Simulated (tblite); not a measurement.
**Run report: C4H6F3Si2, geometry relaxation (part 2 of 2)**

The same run, continued: C4H6F3Si2, multiplicity 2, SMILES C#C[SiH2]C[Si](F)C(F)F; GFN2-xTB geometry optimisation, gas phase (tblite 0.8.0). It belongs to a series of runs on one base structure; here: H removed from Si.

Geometry of the input (Å):
```
C  2.1985  2.6504  -0.0230
C  1.8696  1.5214  0.1944
Si 1.3891  -0.2615  0.5600
C  0.4527  -1.0249  -0.8530
Si -1.1310  -0.1003  -1.0111
F  -1.8016  -0.5226  -2.4214
C  -2.3281  -0.3145  0.3433
F  -2.0673  0.5913  1.3353
F  -2.1697  -1.5479  0.9148
H  2.4727  3.6606  -0.2123
H  0.5828  -0.3225  1.8046
H  2.6070  -1.0541  0.7975
H  0.2541  -2.0893  -0.6333
H  1.0429  -0.9812  -1.7707
H  -3.3761  -0.1970  0.0465
```

## Trajectory as extended XYZ, continued
```
15
Properties=species:S:1:pos:R:3:forces:R:3 step=42 energy=-794.16769
C     2.1847    2.5950   -0.0166    0.0010   0.0070  -0.0010
C     1.8988    1.4575    0.2480   -0.0100  -0.0110  -0.0020
Si    1.4690   -0.2952    0.6593   -0.0150  -0.0060  -0.0170
C     0.4853   -0.9422   -0.8570    0.0010   0.0100   0.0030
Si   -1.1167    0.0130   -1.1529    0.0280  -0.0150  -0.0140
F    -1.9612   -0.7208   -2.3523   -0.0070   0.0010   0.0140
C    -2.3585   -0.2698    0.3208    0.0000   0.0070   0.0060
F    -2.1577    0.6101    1.3380    0.0030   0.0150   0.0110
F    -2.1437   -1.5068    0.8617   -0.0040  -0.0030   0.0080
H     2.4309    3.5913   -0.2502    0.0030  -0.0020   0.0070
H     0.6520   -0.3306    1.8718    0.0090  -0.0060  -0.0110
H     2.6988   -1.0869    0.7998   -0.0080   0.0050   0.0110
H     0.2223   -1.9920   -0.7024    0.0190   0.0160  -0.0130
H     1.1130   -0.8985   -1.7465   -0.0100  -0.0080   0.0100
H    -3.4214   -0.2160    0.0500   -0.0110  -0.0100  -0.0100
15
Properties=species:S:1:pos:R:3:forces:R:3 step=45 energy=-794.16794
C     2.1851    2.5924   -0.0158   -0.0020   0.0030   0.0000
C     1.9003    1.4548    0.2497   -0.0120   0.0080  -0.0070
Si    1.4679   -0.2968    0.6590    0.0020  -0.0030  -0.0020
C     0.4855   -0.9396   -0.8581    0.0120  -0.0050  -0.0040
Si   -1.1182    0.0094   -1.1547   -0.0010   0.0110   0.0050
F    -1.9623   -0.7280   -2.3518   -0.0090  -0.0030   0.0150
C    -2.3596   -0.2675    0.3220   -0.0040  -0.0050  -0.0010
F    -2.1600    0.6166    1.3364   -0.0020   0.0020  -0.0090
F    -2.1454   -1.5028    0.8675    0.0070   0.0030   0.0090
H     2.4300    3.5887   -0.2498    0.0080   0.0070   0.0050
H     0.6541   -0.3352    1.8723   -0.0080  -0.0050   0.0020
H     2.6991   -1.0849    0.8010   -0.0010  -0.0080   0.0050
H     0.2281   -1.9909   -0.7094    0.0060  -0.0060  -0.0030
H     1.1137   -0.8904   -1.7461    0.0060  -0.0030  -0.0120
H    -3.4226   -0.2177    0.0495   -0.0030   0.0050  -0.0040
15
Properties=species:S:1:pos:R:3:forces:R:3 step=48 energy=-794.16822
C     2.1851    2.5913   -0.0151   -0.0030   0.0020   0.0020
C     1.8979    1.4539    0.2491   -0.0100   0.0070  -0.0020
Si    1.4668   -0.2988    0.6578    0.0190   0.0240   0.0290
C     0.4884   -0.9387   -0.8607   -0.0130  -0.0090  -0.0280
Si   -1.1183    0.0075   -1.1552   -0.0160  -0.0120   0.0290
F    -1.9657   -0.7348   -2.3471   -0.0040  -0.0020   0.0100
C    -2.3615   -0.2664    0.3231    0.0110   0.0050  -0.0110
F    -2.1627    0.6240    1.3325   -0.0130  -0.0050  -0.0150
F    -2.1459   -1.4982    0.8768   -0.0010   0.0190  -0.0060
H     2.4317    3.5879   -0.2474    0.0040  -0.0050   0.0060
H     0.6539   -0.3411    1.8722   -0.0090  -0.0010  -0.0080
H     2.6988   -1.0845    0.8042    0.0020  -0.0110  -0.0020
H     0.2364   -1.9918   -0.7177   -0.0080  -0.0120   0.0020
H     1.1155   -0.8838   -1.7490    0.0160   0.0030  -0.0160
H    -3.4249   -0.2183    0.0479    0.0240  -0.0020   0.0110
15
Properties=species:S:1:pos:R:3:forces:R:3 step=50 energy=-794.16856
C     2.1850    2.5900   -0.0138   -0.0010   0.0060   0.0050
C     1.8937    1.4532    0.2484   -0.0040   0.0020   0.0080
Si    1.4663   -0.3003    0.6576    0.0070   0.0130   0.0130
C     0.4920   -0.9377   -0.8661   -0.0080  -0.0090  -0.0140
Si   -1.1201    0.0034   -1.1536    0.0060  -0.0270   0.0090
F    -1.9706   -0.7447   -2.3398   -0.0020  -0.0030   0.0030
C    -2.3634   -0.2645    0.3240    0.0160   0.0110   0.0000
F    -2.1675    0.6345    1.3261   -0.0140   0.0100   0.0000
F    -2.1465   -1.4903    0.8894   -0.0030   0.0060  -0.0120
H     2.4344    3.5864   -0.2436    0.0010  -0.0040   0.0020
H     0.6528   -0.3498    1.8716   -0.0110   0.0060  -0.0140
H     2.6986   -1.0850    0.8084    0.0030  -0.0070  -0.0090
H     0.2476   -1.9937   -0.7293   -0.0160  -0.0030   0.0010
H     1.1194   -0.8742   -1.7542    0.0040   0.0080  -0.0030
H    -3.4262   -0.2193    0.0464    0.0210  -0.0090   0.0110
15
Properties=species:S:1:pos:R:3:forces:R:3 step=53 energy=-794.16878
C     2.1846    2.5896   -0.0124   -0.0010   0.0000   0.0070
C     1.8914    1.4533    0.2495    0.0020   0.0030   0.0100
Si    1.4667   -0.3006    0.6582   -0.0070  -0.0150  -0.0180
C     0.4938   -0.9377   -0.8694    0.0160  -0.0040   0.0170
Si   -1.1205   -0.0014   -1.1525    0.0090   0.0060  -0.0170
F    -1.9734   -0.7513   -2.3355   -0.0040  -0.0070  -0.0010
C    -2.3629   -0.2622    0.3246    0.0010   0.0020   0.0100
F    -2.1716    0.6416    1.3228   -0.0010   0.0110   0.0100
F    -2.1466   -1.4856    0.8947    0.0110  -0.0060   0.0050
H     2.4358    3.5854   -0.2418    0.0010   0.0060   0.0000
H     0.6509   -0.3537    1.8702   -0.0130   0.0080  -0.0090
H     2.6988   -1.0864    0.8091   -0.0030   0.0010  -0.0090
H     0.2516   -1.9946   -0.7356   -0.0040  -0.0030  -0.0030
H     1.1217   -0.8678   -1.7569   -0.0050  -0.0010   0.0050
H    -3.4249   -0.2207    0.0466   -0.0020  -0.0010  -0.0070
15
Properties=species:S:1:pos:R:3:forces:R:3 step=56 energy=-794.16896
C     2.1842    2.5897   -0.0101    0.0000  -0.0030   0.0060
C     1.8890    1.4537    0.2514    0.0060  -0.0010   0.0070
Si    1.4662   -0.3021    0.6567   -0.0010   0.0030   0.0020
C     0.4970   -0.9392   -0.8714   -0.0160   0.0020  -0.0070
Si   -1.1191   -0.0050   -1.1532   -0.0140   0.0130   0.0030
F    -1.9770   -0.7576   -2.3312    0.0040  -0.0070   0.0030
C    -2.3619   -0.2599    0.3266   -0.0010  -0.0010  -0.0030
F    -2.1756    0.6495    1.3210    0.0060  -0.0110  -0.0020
F    -2.1452   -1.4815    0.9012    0.0160   0.0140   0.0100
H     2.4377    3.5853   -0.2393   -0.0040  -0.0030   0.0040
H     0.6467   -0.3562    1.8664   -0.0080   0.0060  -0.0100
H     2.6985   -1.0872    0.8090   -0.0020   0.0030  -0.0080
H     0.2553   -1.9967   -0.7419    0.0080  -0.0030  -0.0030
H     1.1234   -0.8627   -1.7593    0.0030  -0.0140   0.0050
H    -3.4236   -0.2222    0.0458    0.0020   0.0020  -0.0070
15
Properties=species:S:1:pos:R:3:forces:R:3 step=58 energy=-794.16913
C     2.1839    2.5896   -0.0071    0.0030   0.0010   0.0030
C     1.8875    1.4539    0.2539    0.0070  -0.0090   0.0020
Si    1.4653   -0.3035    0.6548    0.0000   0.0210   0.0180
C     0.4985   -0.9403   -0.8735   -0.0320   0.0050  -0.0270
Si   -1.1191   -0.0066   -1.1540   -0.0100  -0.0060   0.0130
F    -1.9800   -0.7641   -2.3271    0.0080  -0.0030   0.0050
C    -2.3612   -0.2579    0.3282    0.0060   0.0020  -0.0110
F    -2.1785    0.6556    1.3194    0.0040  -0.0080  -0.0090
F    -2.1417   -1.4765    0.9085    0.0100   0.0160   0.0020
H     2.4389    3.5850   -0.2365   -0.0080  -0.0100   0.0080
H     0.6416   -0.3574    1.8615   -0.0050   0.0030  -0.0040
H     2.6979   -1.0873    0.8079    0.0020   0.0000  -0.0050
H     0.2596   -1.9991   -0.7478    0.0030   0.0040   0.0020
H     1.1252   -0.8602   -1.7608    0.0050  -0.0130  -0.0010
H    -3.4224   -0.2233    0.0441    0.0090  -0.0040   0.0050
15
Properties=species:S:1:pos:R:3:forces:R:3 step=61 energy=-794.16934
C     2.1838    2.5889   -0.0030    0.0030  -0.0020   0.0010
C     1.8875    1.4532    0.2586    0.0060  -0.0040  -0.0070
Si    1.4640   -0.3044    0.6539   -0.0080  -0.0010  -0.0010
C     0.4980   -0.9400   -0.8773    0.0080   0.0030  -0.0020
Si   -1.1208   -0.0091   -1.1545    0.0050   0.0000  -0.0070
F    -1.9823   -0.7744   -2.3217    0.0010  -0.0030  -0.0010
C    -2.3599   -0.2549    0.3291    0.0030  -0.0010   0.0000
F    -2.1816    0.6631    1.3165    0.0050   0.0110  -0.0080
F    -2.1361   -1.4688    0.9167    0.0050  -0.0030   0.0000
H     2.4389    3.5836   -0.2333   -0.0050   0.0030   0.0090
H     0.6353   -0.3586    1.8564   -0.0030  -0.0020   0.0090
H     2.6973   -1.0883    0.8048   -0.0070   0.0030   0.0000
H     0.2641   -2.0004   -0.7552   -0.0070   0.0080   0.0060
H     1.1276   -0.8566   -1.7621   -0.0040  -0.0040  -0.0110
H    -3.4204   -0.2252    0.0427   -0.0010  -0.0070   0.0110
15
Properties=species:S:1:pos:R:3:forces:R:3 step=63 energy=-794.16945
C     2.1841    2.5880   -0.0011   -0.0010  -0.0060   0.0020
C     1.8887    1.4521    0.2603    0.0030   0.0040  -0.0070
Si    1.4625   -0.3046    0.6541   -0.0060  -0.0200  -0.0150
C     0.4981   -0.9388   -0.8799    0.0280   0.0000   0.0200
Si   -1.1214   -0.0107   -1.1553    0.0010   0.0150  -0.0170
F    -1.9830   -0.7807   -2.3190   -0.0050  -0.0060  -0.0090
C    -2.3589   -0.2534    0.3291   -0.0030  -0.0040   0.0070
F    -2.1826    0.6682    1.3133    0.0080   0.0110  -0.0050
F    -2.1328   -1.4651    0.9203    0.0090  -0.0060   0.0050
H     2.4379    3.5829   -0.2309    0.0000   0.0120   0.0060
H     0.6325   -0.3600    1.8557   -0.0010  -0.0020   0.0070
H     2.6962   -1.0889    0.8032   -0.0140   0.0040   0.0030
H     0.2654   -1.9993   -0.7582   -0.0080   0.0030   0.0050
H     1.1285   -0.8545   -1.7641   -0.0060  -0.0010  -0.0080
H    -3.4196   -0.2273    0.0438   -0.0070  -0.0040   0.0040
15
Properties=species:S:1:pos:R:3:forces:R:3 step=66 energy=-794.16975
C     2.1849    2.5865    0.0060   -0.0050   0.0050   0.0020
C     1.8902    1.4494    0.2627   -0.0100   0.0070  -0.0040
Si    1.4566   -0.3064    0.6518    0.0100  -0.0060  -0.0060
C     0.5013   -0.9381   -0.8873   -0.0040  -0.0020   0.0100
Si   -1.1215   -0.0138   -1.1598   -0.0110   0.0020  -0.0090
F    -1.9873   -0.7976   -2.3110   -0.0050  -0.0040  -0.0160
C    -2.3551   -0.2495    0.3309    0.0000   0.0000  -0.0010
F    -2.1844    0.6852    1.3039    0.0100   0.0000  -0.0040
F    -2.1200   -1.4533    0.9350    0.0130   0.0070   0.0050
H     2.4365    3.5831   -0.2192    0.0060   0.0080   0.0050
H     0.6207   -0.3630    1.8502    0.0110  -0.0020  -0.0080
H     2.6904   -1.0887    0.8004   -0.0020  -0.0120   0.0160
H     0.2696   -1.9988   -0.7663   -0.0090  -0.0050   0.0000
H     1.1303   -0.8526   -1.7726   -0.0030   0.0050   0.0090
H    -3.4166   -0.2343    0.0470   -0.0010  -0.0030   0.0020
15
Properties=species:S:1:pos:R:3:forces:R:3 step=69 energy=-794.17010
C     2.1845    2.5880    0.0119   -0.0020   0.0180   0.0000
C     1.8883    1.4496    0.2610   -0.0100  -0.0050   0.0000
Si    1.4538   -0.3078    0.6473    0.0080   0.0410   0.0160
C     0.5020   -0.9403   -0.8908   -0.0580   0.0020  -0.0370
Si   -1.1227   -0.0152   -1.1656   -0.0020  -0.0370   0.0070
F    -1.9916   -0.8057   -2.3112    0.0060   0.0060   0.0000
C    -2.3509   -0.2478    0.3323    0.0130   0.0070  -0.0140
F    -2.1813    0.6958    1.2972    0.0010  -0.0010  -0.0100
F    -2.1063   -1.4449    0.9460    0.0060   0.0110  -0.0070
H     2.4372    3.5865   -0.2070   -0.0010  -0.0180   0.0080
H     0.6129   -0.3632    1.8423    0.0120  -0.0010  -0.0040
H     2.6851   -1.0900    0.8033    0.0200  -0.0230   0.0140
H     0.2684   -2.0007   -0.7687   -0.0050   0.0050  -0.0030
H     1.1297   -0.8559   -1.7773   -0.0010   0.0010   0.0180
H    -3.4135   -0.2404    0.0507    0.0100  -0.0050   0.0130
15
Properties=species:S:1:pos:R:3:forces:R:3 step=71 energy=-794.17082
C     2.1831    2.5904    0.0261   -0.0030   0.0090   0.0040
C     1.8860    1.4488    0.2603   -0.0050  -0.0040   0.0040
Si    1.4483   -0.3098    0.6397   -0.0020   0.0470   0.0170
C     0.4992   -0.9408   -0.9007   -0.0560   0.0010  -0.0430
Si   -1.1290   -0.0226   -1.1798    0.0030  -0.0420   0.0070
F    -2.0006   -0.8330   -2.3104    0.0100   0.0150   0.0160
C    -2.3410   -0.2415    0.3334    0.0130   0.0000  -0.0060
F    -2.1746    0.7243    1.2770   -0.0120  -0.0040  -0.0230
F    -2.0725   -1.4213    0.9709   -0.0020   0.0140  -0.0200
H     2.4371    3.5917   -0.1796   -0.0040  -0.0300   0.0050
H     0.5985   -0.3668    1.8276    0.0100   0.0050   0.0110
H     2.6744   -1.0978    0.8092    0.0190  -0.0130  -0.0010
H     0.2646   -2.0011   -0.7783    0.0080   0.0060  -0.0070
H     1.1287   -0.8560   -1.7858   -0.0010  -0.0050   0.0140
H    -3.4065   -0.2565    0.0620    0.0220   0.0020   0.0230
15
Properties=species:S:1:pos:R:3:forces:R:3 step=74 energy=-794.17124
C     2.1822    2.5890    0.0346   -0.0060  -0.0040   0.0070
C     1.8864    1.4465    0.2649   -0.0070   0.0020   0.0040
Si    1.4450   -0.3111    0.6383   -0.0060  -0.0120  -0.0030
C     0.4971   -0.9368   -0.9086    0.0110  -0.0060   0.0110
Si   -1.1345   -0.0303   -1.1871   -0.0030   0.0080  -0.0070
F    -2.0057   -0.8579   -2.3037   -0.0080   0.0020  -0.0040
C    -2.3368   -0.2361    0.3330   -0.0010  -0.0030   0.0010
F    -2.1759    0.7452    1.2608   -0.0020   0.0060  -0.0060
F    -2.0553   -1.4038    0.9860    0.0070  -0.0040  -0.0030
H     2.4357    3.5902   -0.1676    0.0050   0.0030  -0.0020
H     0.5929   -0.3730    1.8241    0.0100   0.0080   0.0110
H     2.6699   -1.1043    0.8089   -0.0090   0.0060  -0.0090
H     0.2675   -1.9985   -0.7910    0.0110  -0.0080  -0.0040
H     1.1302   -0.8459   -1.7900   -0.0020  -0.0030   0.0000
H    -3.4031   -0.2654    0.0688    0.0010   0.0060   0.0040
15
Properties=species:S:1:pos:R:3:forces:R:3 step=77 energy=-794.17139
C     2.1807    2.5875    0.0424   -0.0020   0.0010   0.0020
C     1.8839    1.4447    0.2698   -0.0070   0.0010   0.0010
Si    1.4412   -0.3141    0.6365   -0.0030   0.0030   0.0050
C     0.4983   -0.9356   -0.9143   -0.0040  -0.0030  -0.0030
Si   -1.1381   -0.0361   -1.1929    0.0060  -0.0030   0.0070
F    -2.0117   -0.8779   -2.2965   -0.0090  -0.0010  -0.0110
C    -2.3343   -0.2319    0.3338    0.0000   0.0080  -0.0120
F    -2.1792    0.7637    1.2468    0.0090   0.0080   0.0110
F    -2.0427   -1.3888    1.0009    0.0070  -0.0020   0.0020
H     2.4364    3.5886   -0.1585    0.0010  -0.0040   0.0020
H     0.5888   -0.3779    1.8217    0.0060   0.0060   0.0110
H     2.6655   -1.1074    0.8072   -0.0010   0.0010  -0.0090
H     0.2756   -1.9995   -0.8048    0.0010  -0.0110   0.0030
H     1.1322   -0.8365   -1.7942    0.0050   0.0020  -0.0030
H    -3.4010   -0.2709    0.0737   -0.0090  -0.0050  -0.0060
15
Properties=species:S:1:pos:R:3:forces:R:3 step=79 energy=-794.17151
C     2.1792    2.5886    0.0457    0.0040   0.0070  -0.0030
C     1.8809    1.4453    0.2690   -0.0060  -0.0070   0.0020
Si    1.4393   -0.3142    0.6353   -0.0040   0.0180   0.0070
C     0.4970   -0.9382   -0.9147   -0.0130   0.0000  -0.0140
Si   -1.1388   -0.0372   -1.1959    0.0100  -0.0140   0.0050
F    -2.0144   -0.8774   -2.2998   -0.0030   0.0030  -0.0010
C    -2.3321   -0.2315    0.3333    0.0010   0.0120  -0.0140
F    -2.1764    0.7668    1.2435    0.0110   0.0040   0.0120
F    -2.0356   -1.3863    1.0018    0.0010   0.0000   0.0040
H     2.4375    3.5895   -0.1538   -0.0040  -0.0100   0.0050
H     0.5896   -0.3747    1.8225    0.0000   0.0020   0.0120
H     2.6628   -1.1075    0.8067    0.0090  -0.0030  -0.0090
H     0.2752   -2.0023   -0.8044   -0.0040  -0.0050   0.0050
H     1.1310   -0.8401   -1.7947    0.0080   0.0030  -0.0020
H    -3.3996   -0.2727    0.0769   -0.0080  -0.0090  -0.0080
15
Properties=species:S:1:pos:R:3:forces:R:3 step=82 energy=-794.17162
C     2.1783    2.5891    0.0462    0.0020  -0.0030  -0.0040
C     1.8789    1.4460    0.2683   -0.0040   0.0010  -0.0010
Si    1.4377   -0.3129    0.6359   -0.0010  -0.0030   0.0010
C     0.4954   -0.9407   -0.9140    0.0040  -0.0020   0.0020
Si   -1.1378   -0.0372   -1.1965   -0.0020  -0.0020  -0.0060
F    -2.0157   -0.8714   -2.3034    0.0000   0.0030   0.0030
C    -2.3311   -0.2312    0.3321   -0.0010  -0.0010   0.0040
F    -2.1733    0.7640    1.2456    0.0040  -0.0050  -0.0030
F    -2.0336   -1.3885    0.9970   -0.0040   0.0080   0.0030
H     2.4376    3.5894   -0.1534   -0.0020   0.0030   0.0030
H     0.5924   -0.3698    1.8268    0.0000  -0.0030   0.0020
H     2.6623   -1.1063    0.8038    0.0010   0.0020  -0.0060
H     0.2732   -2.0046   -0.8001   -0.0050   0.0030   0.0010
H     1.1304   -0.8453   -1.7938    0.0040   0.0010   0.0040
H    -3.3992   -0.2727    0.0771    0.0040  -0.0020  -0.0040
```

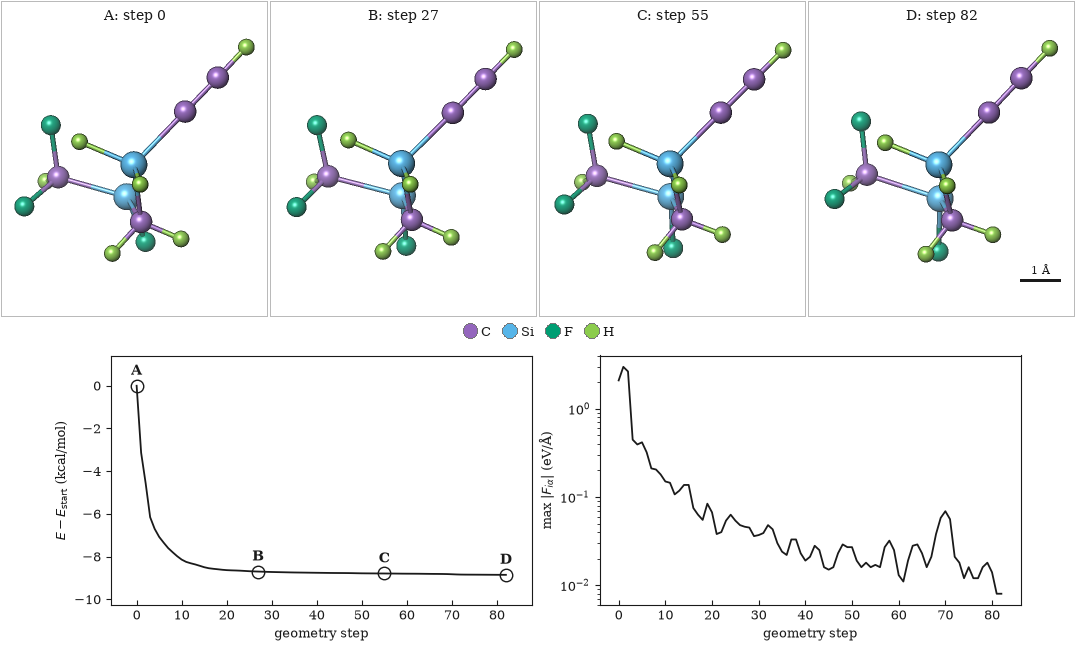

Fig. 1: Frames of the relaxation (ball-and-stick view, seen at a tilt) above the curves, on which the letters mark them (steps are counted from 0).

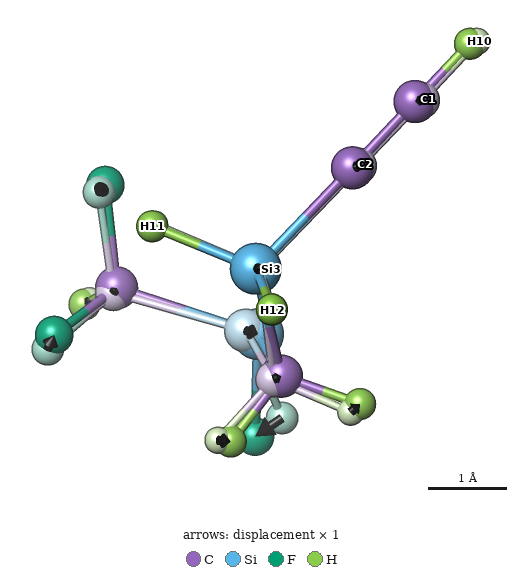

Fig. 2: Start (faint) and end (solid) with the displacements as black arrows, at true length (ball-and-stick view, seen at a tilt). The two geometries are laid on each other by the best rigid fit. The atom that moves furthest after the best rigid fit is F6 (0.43 Å). By element the largest moves are F 0.43 Å, Si 0.20 Å, H 0.19 Å, C 0.11 Å. Among the contacts that change: Si5–C7 1.820 → 1.949 Å, Si3–C4 1.859 → 1.919 Å, C4–Si5 1.841 → 1.888 Å, C2–Si3 1.882 → 1.850 Å. Among the angles that change: F6–Si5–C7 110.2° → 98.7°, C2–Si3–C4 111.7° → 105.5°, Si3–C4–Si5 107.0° → 112.9°. The energy falls by 8.85 kcal/mol in 82 geometry steps. Largest force component: 2.1 eV/Å at the start, 0.008 eV/Å at the end. (Atoms are counted from 1 in the order of the input.)

## Summary

```tsv
quantity	value
outcome	converged
total energy	−794.1716 eV
wall time	0.66 s
peak memory	0.18 GiB
```
